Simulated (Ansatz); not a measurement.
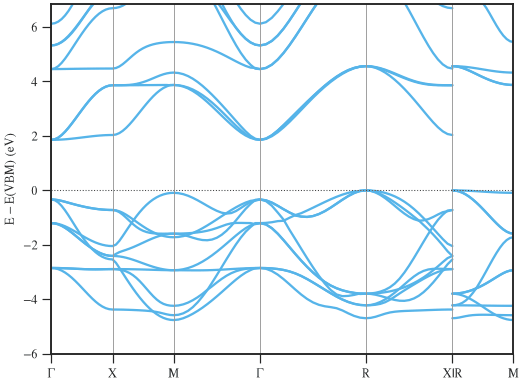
Band structure from PBEsol (plane waves, PAW; program Ansatz)

Q: Read off the gap and where the band edges lie.

A: About 1.9 eV (1.86 eV by a search for the band edges); maximum at R, minimum at Γ.

Q: Pick the material that matches.
A) CaO, CsCl type
B) LaLuO3, cubic perovskite
C) WO3, ReO3 type
D) SrTiO3, cubic perovskite

A: D, SrTiO3, cubic perovskite

Space group Pm-3m (cubic perovskite). Symmetry was held in the PBEsol relaxation. At this level the phase is dynamically unstable (imaginary phonons). No spin polarisation was allowed. Spin–orbit coupling is left out wherever it is not named.

Potentials: the earlier of the program's two PAW sets. The files were generated under PBE; for other functionals the program regenerates the frozen cores, and for LDA and PBEsol the local potential too.
